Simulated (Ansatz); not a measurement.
Run report: C2H6AlNO, geometry relaxation

C2H6AlNO, SMILES N[CH]([AlH2])C=O, computed with RKS PBE0-D4/def2-SVP (Ansatz 0.2.0).

It belongs to a series of runs on one base structure; here: end point A relaxed. Figures and captions count atoms from 1; the log counts them from 0 in places.

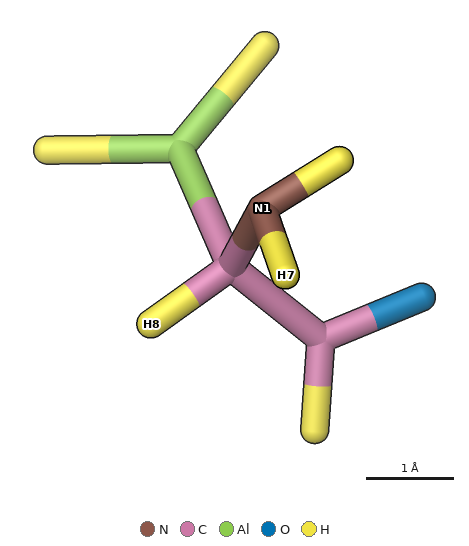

The input geometry (stick view, seen at a tilt; atoms are numbered from 1 in the order of the input). Sticks mark near contacts. Bond lengths as drawn: Al–C 1.98 Å, Al–H 1.61 to 1.62 Å, C–C 1.44 Å, C–H 1.06 to 1.15 Å, C–N 1.42 Å, C–O 1.28 Å and H–N 1.05 to 1.09 Å.

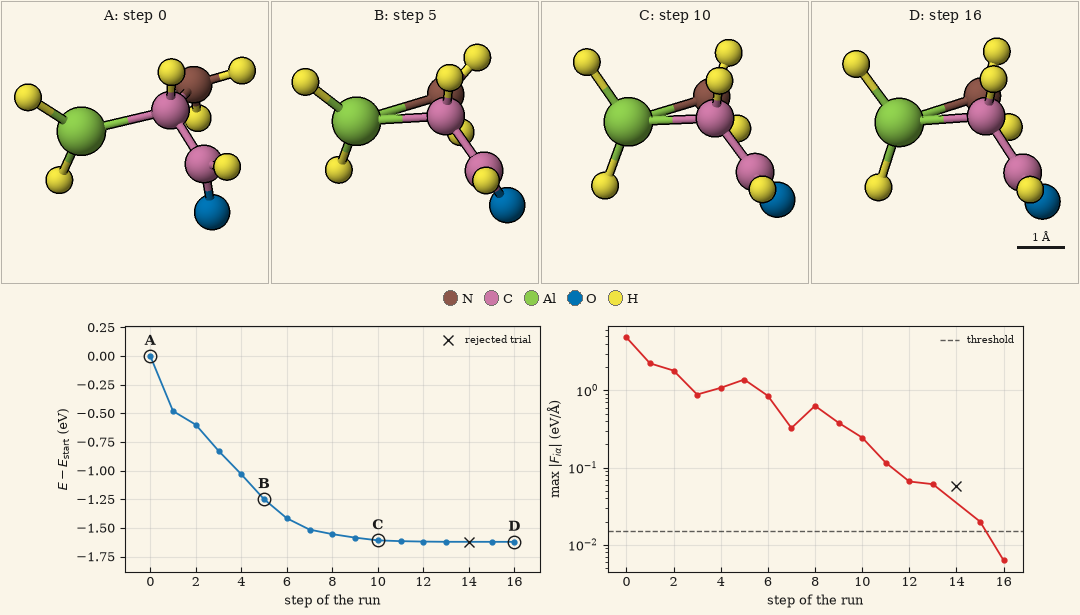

Frames of the relaxation (ball-and-stick view, seen at a tilt) above the curves, on which the letters mark them (the first geometry is step 0 here and step 1 in the log).

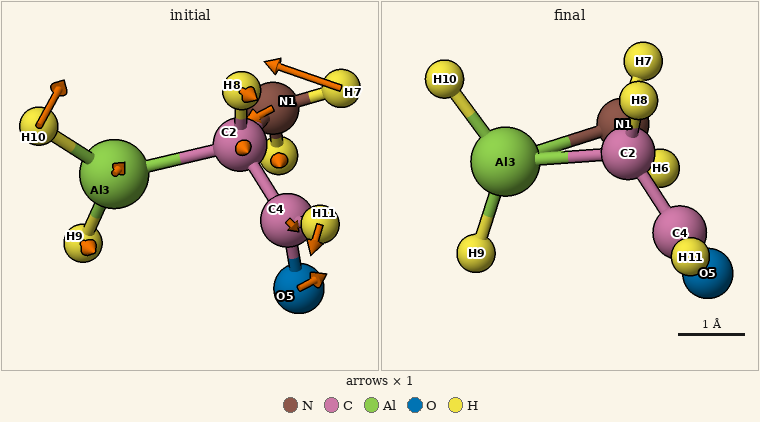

Before (left) and after (right) the relaxation, at one scale (ball-and-stick view, seen at a tilt). The orange arrows give the displacements, at true length. The largest move after the best rigid fit is that of H7, 1.27 Å. Largest moves by element: H 1.27 Å, O 0.56 Å, N 0.53 Å, C 0.38 Å, Al 0.31 Å. Among the contacts that change: N1–Al3 2.779 → 1.982 Å, N1–H7 1.094 → 1.018 Å, N1–C2 1.423 → 1.488 Å, C4–O5 1.279 → 1.219 Å. New bonds form: N1–Al3 (2.78 → 1.98 Å). Among the angles that change: N1–C2–Al3 108.3° → 66.8°, Al3–C2–H8 105.8° → 116.0°, C2–C4–H11 125.3° → 115.7°. The energy falls by 1.622 eV in 16 geometry steps. The largest force component goes from 4.9 to 0.0063 eV/Å. The line search rejected the trial step at point 14 (counted from 0) and went back. (Atoms are counted from 1 in the order of the input.)

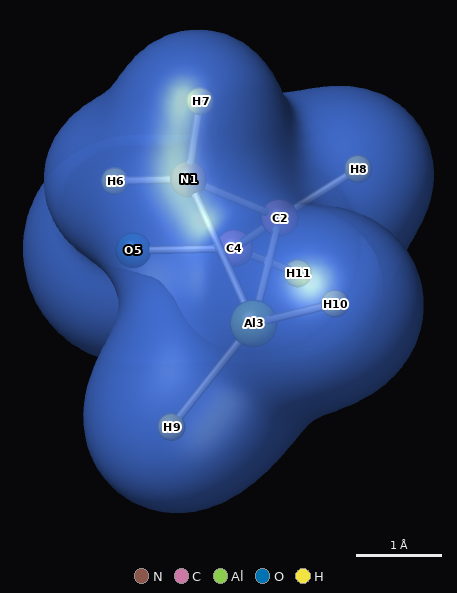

Isosurface of the electron density at 0.05 e/Å³ (blue), seen at an oblique angle. At this value the surface is in one piece. On the grid the lowest density along these lines, outside the cores, is 2.7 e/Å³ (C–O, 1.22 Å), 1.9 e/Å³ (C–C, 1.45 Å), 1.6 e/Å³ (C–N, 1.49 Å) and 0.41 e/Å³ (Al–N, 1.98 Å).

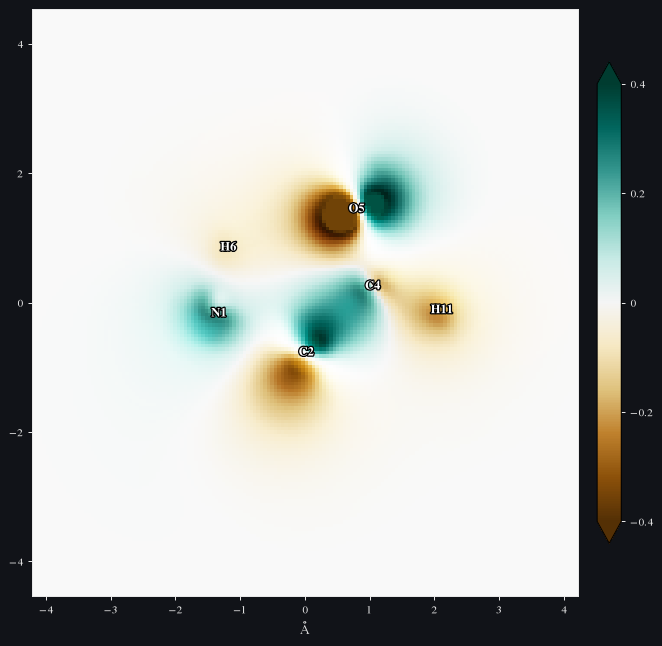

One frontier orbital on the plane of atoms C2, C4 and H11 (values in Å⁻³ᐟ²; the overall sign is arbitrary). The HOMO, at −7.04 eV. By Hirshfeld shares it lies mainly on C2 (30 %), O5 (25 %), Al3 (15 %), N1 (10 %) and C4 (10 %).

The input that produced these results follows, with the program's output.

**Input**
```yaml
crystal:
  periodic: [false, false, false]
  atoms:
    - { symbol: "N", position_ang: [-0.2973, 1.3086, 0.6535] }
    - { symbol: C, position_ang: [0.1917, 0.3479, -0.2757] }
    - { symbol: Al, position_ang: [1.2324, -1.0101, 0.7221] }
    - { symbol: C, position_ang: [-0.8202, -0.2962, -1.081] }
    - { symbol: O, position_ang: [-1.8124, -0.8977, -0.543] }
    - { symbol: H, position_ang: [-1.0524, 0.922, 1.2697] }
    - { symbol: H, position_ang: [-0.8172, 2.085, 0.0848] }
    - { symbol: H, position_ang: [0.9429, 0.863, -0.9793] }
    - { symbol: H, position_ang: [0.5592, -1.8974, 1.8872] }
    - { symbol: H, position_ang: [2.8139, -1.2199, 0.4224] }
    - { symbol: H, position_ang: [-0.8753, -0.2624, -2.1401] }
basis:
  gaussian: { orbitals: def2-SVP }
hamiltonian:
  xc: pbe0
  dispersion: d4
relax:
  f_tol: 0.015
  max_steps: 40
output:
  orbitals: {}
```

Run as:
```bash
ansatz run input.yaml --threads 2 --pin off --max-ram 3072MiB --backend cpu --events-out ev --progress --plain --runs-dir out
```

**Output**
```
The last accepted step is kept in [file] (removed where the run ends without a failure and the disk answers)
Engine: ansatz 0.2.0, aarch64-unknown-linux-gnu
Functional definition: PBE0
  parameter a = 0.25
  parameter kappa = 0.804
  parameter beta = 0.06672455060314922
  exchange = (1 - a)*pbe_x(kappa = kappa, mu = beta*pi^2/3) + a*exact_x
  correlation = pbe_c(beta = beta)
1135 factors; integrals over basis functions are off by at most 3.5e-4 eV
mean field evaluation 1: about -12281.6762 eV, gradient 5.4e1 eV
mean field evaluation 2: about -12272.8680 eV, gradient 8.4e1 eV
mean field evaluation 4: about -12287.8676 eV, gradient 6.8e0 eV
mean field evaluation 8: about -12287.9914 eV, gradient 5.0e-1 eV
mean field evaluation 16: about -12287.9919 eV, gradient 9.0e-5 eV
mean field -12287.99194894 eV, -451.5753750236 hartree, gradient 3.1e-5 eV, S^2 0.000000; 0 other end points of the search recorded, 0 dependent functions left out
the calculation of the forces begins
reference -12287.99197927 eV, -451.5753761379 hartree; 23, 23 occupied and 81, 81 virtual orbitals, 1135 factors
relax step   1: F+E_penalty+E_count = -12288.17570261 eV  Δ(F+E_penalty+E_count) = +0.000e0 eV  max|allowed force component| = 4.867e0 eV/Å  Δτ_max = 0.0000 Å  (28 SCF iters, accepted)
these checks for a lower state are left out or cut short: starts, cluster_reference, orbital_swaps, neighbouring_geometries, increment
1135 factors; integrals over basis functions are off by at most 4.8e-4 eV
mean field -12288.47245529 eV, -451.5930333059 hartree, gradient 7.3e-6 eV, S^2 0.000000; 0 other end points of the search recorded, 0 dependent functions left out
[... from here on the field's lines of each further geometry are left out, up to the last ...]
relax step   2: F+E_penalty+E_count = -12288.65653319 eV  Δ(F+E_penalty+E_count) = -4.808e-1 eV  max|allowed force component| = 2.244e0 eV/Å  Δτ_max = 0.1946 Å  (32 SCF iters, accepted)
relax step   3: F+E_penalty+E_count = -12288.77553035 eV  Δ(F+E_penalty+E_count) = -1.190e-1 eV  max|allowed force component| = 1.808e0 eV/Å  Δτ_max = 0.1996 Å  (36 SCF iters, accepted)
relax step   4: F+E_penalty+E_count = -12289.00309665 eV  Δ(F+E_penalty+E_count) = -2.276e-1 eV  max|allowed force component| = 8.849e-1 eV/Å  Δτ_max = 0.1999 Å  (31 SCF iters, accepted)
relax step   5: F+E_penalty+E_count = -12289.20788708 eV  Δ(F+E_penalty+E_count) = -2.048e-1 eV  max|allowed force component| = 1.080e0 eV/Å  Δτ_max = 0.1955 Å  (31 SCF iters, accepted)
relax step   6: F+E_penalty+E_count = -12289.42557447 eV  Δ(F+E_penalty+E_count) = -2.177e-1 eV  max|allowed force component| = 1.383e0 eV/Å  Δτ_max = 0.1900 Å  (30 SCF iters, accepted)
relax step   7: F+E_penalty+E_count = -12289.59168580 eV  Δ(F+E_penalty+E_count) = -1.661e-1 eV  max|allowed force component| = 8.516e-1 eV/Å  Δτ_max = 0.1952 Å  (29 SCF iters, accepted)
relax step   8: F+E_penalty+E_count = -12289.69087095 eV  Δ(F+E_penalty+E_count) = -9.919e-2 eV  max|allowed force component| = 3.255e-1 eV/Å  Δτ_max = 0.1966 Å  (28 SCF iters, accepted)
relax step   9: F+E_penalty+E_count = -12289.73046230 eV  Δ(F+E_penalty+E_count) = -3.959e-2 eV  max|allowed force component| = 6.316e-1 eV/Å  Δτ_max = 0.1951 Å  (31 SCF iters, accepted)
relax step  10: F+E_penalty+E_count = -12289.76096582 eV  Δ(F+E_penalty+E_count) = -3.050e-2 eV  max|allowed force component| = 3.811e-1 eV/Å  Δτ_max = 0.0583 Å  (29 SCF iters, accepted)
relax step  11: F+E_penalty+E_count = -12289.78478385 eV  Δ(F+E_penalty+E_count) = -2.382e-2 eV  max|allowed force component| = 2.448e-1 eV/Å  Δτ_max = 0.1148 Å  (30 SCF iters, accepted)
relax step  12: F+E_penalty+E_count = -12289.79172172 eV  Δ(F+E_penalty+E_count) = -6.938e-3 eV  max|allowed force component| = 1.159e-1 eV/Å  Δτ_max = 0.0232 Å  (30 SCF iters, accepted)
relax step  13: F+E_penalty+E_count = -12289.79552497 eV  Δ(F+E_penalty+E_count) = -3.803e-3 eV  max|allowed force component| = 6.610e-2 eV/Å  Δτ_max = 0.0382 Å  (30 SCF iters, accepted)
relax step  14: F+E_penalty+E_count = -12289.79744704 eV  Δ(F+E_penalty+E_count) = -1.922e-3 eV  max|allowed force component| = 6.100e-2 eV/Å  Δτ_max = 0.0405 Å  (30 SCF iters, accepted)
relax step  15: F+E_penalty+E_count = -12289.79717741 eV  Δ(F+E_penalty+E_count) = +2.696e-4 eV  max|allowed force component| = 5.848e-2 eV/Å  Δτ_max = 0.0136 Å  (31 SCF iters, rejected (line search))
relax step  16: F+E_penalty+E_count = -12289.79771995 eV  Δ(F+E_penalty+E_count) = -2.729e-4 eV  max|allowed force component| = 1.999e-2 eV/Å  Δτ_max = 0.0065 Å  (26 SCF iters, accepted)
the calculation of the forces begins
reference -12289.60848119 eV, -451.6347814878 hartree; 23, 23 occupied and 81, 81 virtual orbitals, 1135 factors
relax step  17: F+E_penalty+E_count = -12289.79776989 eV  Δ(F+E_penalty+E_count) = -4.994e-5 eV  max|allowed force component| = 6.276e-3 eV/Å  Δτ_max = 0.0054 Å  (25 SCF iters, accepted)
1135 factors; integrals over basis functions are off by at most 5.2e-4 eV
mean field -12289.60845227 eV, -451.6347804250 hartree, gradient 1.7e-5 eV, S^2 0.000000; 1 other end points of the search recorded, 0 dependent functions left out
the calculation of the forces begins
reference -12289.60848119 eV, -451.6347814878 hartree; 23, 23 occupied and 81, 81 virtual orbitals, 1135 factors
Total energy: -12289.79779881 eV, -451.6417387820 hartree
Atom 0 at    -0.063018     0.855311     0.694632 Å, force    -0.001370     0.004457    -0.000680 eV/Å
Atom 1 at     0.158487     0.229243    -0.637282 Å, force    -0.005676     0.001838     0.001375 eV/Å
Atom 2 at     1.137662    -0.713039     0.857123 Å, force     0.003363     0.001111     0.001600 eV/Å
Atom 3 at    -1.064565    -0.362417    -1.143950 Å, force    -0.002835    -0.002264    -0.006017 eV/Å
Atom 4 at    -2.091050    -0.423342    -0.490029 Å, force     0.006276     0.001843     0.003819 eV/Å
Atom 5 at    -1.064694     0.736077     0.907568 Å, force     0.003985     0.000365    -0.002810 eV/Å
Atom 6 at     0.201374     1.835926     0.761922 Å, force    -0.001980    -0.004843     0.003637 eV/Å
Atom 7 at     0.781430     0.797943    -1.335414 Å, force    -0.000169    -0.003905    -0.001109 eV/Å
Atom 8 at     0.425760    -1.953008     1.532365 Å, force    -0.001577    -0.000043    -0.001255 eV/Å
Atom 9 at     2.646100    -0.258493     1.042065 Å, force    -0.000257     0.000456     0.000948 eV/Å
Atom 10 at    -1.002185    -0.801401    -2.168400 Å, force     0.000240     0.000986     0.000490 eV/Å
Dipole moment:     0.269407     0.581024    -0.133895 e Å
```

**Trajectory as extended XYZ (Å, eV, eV/Å), 10 of the 17 frames kept, from step=1 to step=17**
```
11
Properties=species:S:1:pos:R:3:forces:R:3 step=1 energy=-12288.17570
N    -0.2973    1.3086    0.6535   -2.3125   2.3357   0.4109
C     0.1917    0.3479   -0.2757    1.9339   0.4365  -1.7087
Al    1.2324   -1.0101    0.7221    0.5543  -0.4799   0.5053
C    -0.8202   -0.2962   -1.0810   -4.8672  -2.7371   2.8642
O    -1.8124   -0.8977   -0.5430    3.1534   1.9106  -1.4120
H    -1.0524    0.9220    1.2697    0.8446   0.1474  -0.7599
H    -0.8172    2.0850    0.0848    1.1777  -1.5871   1.4633
H     0.9429    0.8630   -0.9793   -0.7264  -0.5629   0.8616
H     0.5592   -1.8974    1.8872    0.0413   0.2950  -0.2329
H     2.8139   -1.2199    0.4224   -0.4187   0.1166  -0.0130
H    -0.8753   -0.2624   -2.1401    0.6194   0.1251  -1.9788
11
Properties=species:S:1:pos:R:3:forces:R:3 step=3 energy=-12288.77553
N    -0.2710    1.2453    0.7316    0.4044  -0.9056  -0.0050
C     0.1766    0.3509   -0.3503   -0.3338  -0.5295  -0.0803
Al    1.2527   -0.9515    0.7355   -0.1058   0.3527  -0.0435
C    -0.8707   -0.3823   -1.1202   -1.8081   0.9333  -0.2256
O    -1.9384   -0.7129   -0.6094    1.3478   0.1182  -0.4914
H    -1.0109    0.7794    1.2497   -0.1879  -0.1290   0.0599
H    -0.6944    2.0865    0.3605   -0.0373   0.3350  -0.1968
H     0.8986    0.8548   -0.9963    0.1267   0.1638  -0.2664
H     0.5073   -1.6955    1.9119   -0.0241  -0.0022   0.0727
H     2.7756   -1.1375    0.3773    0.1931  -0.0392   0.0469
H    -0.7601   -0.4943   -2.2697    0.4249  -0.2973   1.1295
11
Properties=species:S:1:pos:R:3:forces:R:3 step=5 energy=-12289.20789
N    -0.1981    1.0275    0.7822   -0.0509   0.2320  -0.4100
C     0.1269    0.2916   -0.4579   -0.3002  -0.2198  -0.3304
Al    1.2547   -0.8502    0.7528   -0.3483   0.5469   0.1519
C    -0.9978   -0.3160   -1.2015    0.5153  -0.0392   0.0669
O    -2.0741   -0.5501   -0.7058   -0.3058   0.0967   0.0419
H    -1.0702    0.6165    1.1512    0.2610   0.2118  -0.1211
H    -0.3866    2.0430    0.6027    0.2970  -1.0802   0.2877
H     0.8158    0.8354   -1.1203    0.0378   0.1153   0.0965
H     0.5283   -1.5681    1.9681   -0.0374  -0.0837  -0.1440
H     2.8231   -0.9578    0.5132   -0.0153   0.1516   0.0235
H    -0.7567   -0.6291   -2.2642   -0.0533   0.0686   0.3372
11
Properties=species:S:1:pos:R:3:forces:R:3 step=6 energy=-12289.42557
N    -0.1354    0.9253    0.7835   -0.1626   0.7427  -0.4950
C     0.1159    0.2645   -0.5225   -0.2299  -0.1578  -0.3475
Al    1.2299   -0.7465    0.8034   -0.3371   0.2674   0.1755
C    -1.0397   -0.3126   -1.2242    0.3226  -0.0870   0.4112
O    -2.1322   -0.4776   -0.7199    0.1640   0.1399  -0.1269
H    -1.0441    0.5523    1.1150    0.3369   0.2551  -0.0653
H    -0.2353    1.9731    0.6939    0.2289  -1.3827   0.2914
H     0.7955    0.8318   -1.1786   -0.0215  -0.0167   0.1426
H     0.4855   -1.5706    1.9449    0.0231  -0.0860  -0.1968
H     2.8096   -0.8143    0.5823   -0.1065   0.2585   0.0850
H    -0.7843   -0.6825   -2.2572   -0.2179   0.0666   0.1258
11
Properties=species:S:1:pos:R:3:forces:R:3 step=8 energy=-12289.69087
N    -0.0686    0.8530    0.7367   -0.1665  -0.1196  -0.1360
C     0.1241    0.2115   -0.5951   -0.0417   0.1927   0.0793
Al    1.1834   -0.7066    0.8497    0.1190  -0.0274   0.1323
C    -1.0833   -0.3071   -1.2169    0.2326  -0.3255   0.0473
O    -2.1599   -0.3983   -0.6600    0.1178   0.1271  -0.0437
H    -1.0022    0.5669    1.0621   -0.0001   0.0432  -0.0561
H    -0.0433    1.8727    0.7427    0.1680  -0.0256   0.0081
H     0.8130    0.7706   -1.2406   -0.0146  -0.0499  -0.0306
H     0.4297   -1.7265    1.8180    0.1020   0.0027  -0.1810
H     2.7707   -0.4751    0.7721   -0.2839   0.0663   0.0721
H    -0.8984   -0.7182   -2.2483   -0.2327   0.1159   0.1082
11
Properties=species:S:1:pos:R:3:forces:R:3 step=10 energy=-12289.76097
N    -0.0746    0.8301    0.7109    0.1672  -0.0841  -0.0249
C     0.1449    0.1806   -0.6138    0.0238  -0.0650   0.2085
Al    1.1765   -0.7088    0.8762    0.0839   0.0124   0.0668
C    -1.0841   -0.3375   -1.1807    0.0144   0.3773  -0.3811
O    -2.1468   -0.3250   -0.5901   -0.0404  -0.1975   0.1110
H    -1.0483    0.6372    0.9760   -0.1139  -0.0561  -0.0907
H     0.0697    1.8368    0.7450    0.1256   0.0509  -0.0443
H     0.8362    0.7065   -1.2808   -0.0624   0.0671  -0.0241
H     0.4694   -1.8805    1.6886    0.0826   0.0684  -0.0768
H     2.7231   -0.2788    0.9234   -0.2647  -0.0576   0.0301
H    -1.0005   -0.7178   -2.2340   -0.0159  -0.1158   0.2254
11
Properties=species:S:1:pos:R:3:forces:R:3 step=12 energy=-12289.79172
N    -0.0667    0.8323    0.7013   -0.0730   0.1123   0.0079
C     0.1553    0.1956   -0.6259    0.0538   0.0789  -0.0518
Al    1.1567   -0.7155    0.8722   -0.0289  -0.0219   0.0257
C    -1.0817   -0.3334   -1.1671   -0.0782  -0.1159   0.0753
O    -2.1216   -0.3555   -0.5304    0.0584   0.0091  -0.0533
H    -1.0696    0.6981    0.9099    0.0656  -0.0268  -0.0065
H     0.1582    1.8261    0.7494    0.0311  -0.0784   0.0031
H     0.8155    0.7462   -1.3056   -0.0352   0.0072  -0.0088
H     0.4810   -1.9480    1.5997   -0.0044   0.0119  -0.0166
H     2.6631   -0.2351    1.0116   -0.0114  -0.0116  -0.0020
H    -1.0250   -0.7680   -2.1946    0.0221   0.0351   0.0269
11
Properties=species:S:1:pos:R:3:forces:R:3 step=13 energy=-12289.79552
N    -0.0663    0.8432    0.6993   -0.0180  -0.0034  -0.0037
C     0.1589    0.2102   -0.6285    0.0109   0.0268  -0.0650
Al    1.1510   -0.7160    0.8668   -0.0651   0.0314  -0.0115
C    -1.0730   -0.3468   -1.1554   -0.0565  -0.0188   0.0661
O    -2.1083   -0.3820   -0.5119    0.0627  -0.0070  -0.0400
H    -1.0693    0.7116    0.9049    0.0343  -0.0054   0.0085
H     0.1726    1.8314    0.7536    0.0227  -0.0073   0.0118
H     0.8023    0.7688   -1.3180   -0.0297  -0.0070   0.0124
H     0.4571   -1.9491    1.5699   -0.0124  -0.0167   0.0058
H     2.6558   -0.2473    1.0218    0.0318   0.0039   0.0098
H    -1.0156   -0.7815   -2.1818    0.0193   0.0034   0.0057
11
Properties=species:S:1:pos:R:3:forces:R:3 step=15 energy=-12289.79718 accepted=F
N    -0.0651    0.8549    0.6956    0.0063  -0.0576  -0.0105
C     0.1579    0.2244   -0.6341    0.0463   0.0250  -0.0585
Al    1.1382   -0.7147    0.8606   -0.0191   0.0157  -0.0052
C    -1.0642   -0.3616   -1.1477   -0.0280   0.0206   0.0531
O    -2.0888   -0.4227   -0.4911   -0.0466  -0.0219  -0.0239
H    -1.0668    0.7383    0.9086   -0.0011  -0.0148  -0.0078
H     0.1992    1.8349    0.7589    0.0158   0.0324   0.0046
H     0.7827    0.7905   -1.3333    0.0049   0.0026   0.0193
H     0.4338   -1.9549    1.5424   -0.0091  -0.0006  -0.0009
H     2.6447   -0.2562    1.0379    0.0203   0.0058   0.0081
H    -1.0063   -0.7901   -2.1773    0.0103  -0.0071   0.0218
11
Properties=species:S:1:pos:R:3:forces:R:3 step=17 energy=-12289.79777
N    -0.0630    0.8553    0.6946   -0.0014   0.0045  -0.0007
C     0.1585    0.2292   -0.6373   -0.0057   0.0018   0.0014
Al    1.1377   -0.7130    0.8571    0.0034   0.0011   0.0016
C    -1.0646   -0.3624   -1.1440   -0.0028  -0.0023  -0.0060
O    -2.0911   -0.4233   -0.4900    0.0063   0.0018   0.0038
H    -1.0647    0.7361    0.9076    0.0040   0.0004  -0.0028
H     0.2014    1.8359    0.7619   -0.0020  -0.0048   0.0036
H     0.7814    0.7979   -1.3354   -0.0002  -0.0039  -0.0011
H     0.4258   -1.9530    1.5324   -0.0016   0.0000  -0.0013
H     2.6461   -0.2585    1.0421   -0.0003   0.0005   0.0009
H    -1.0022   -0.8014   -2.1684    0.0002   0.0010   0.0005
```

**Results in brief**

- outcome: converged
- total energy: −12289.7978 eV
- mean-field energy: −12289.6085 eV
- largest force (length of the vector) at the end: 0.008 eV/Å
- hardware: 2 threads of Arm Neoverse V1, 24 GiB of memory available, shared host
- wall time: 53 s (CPU time 1.7 min)
- peak memory: 0.21 GiB
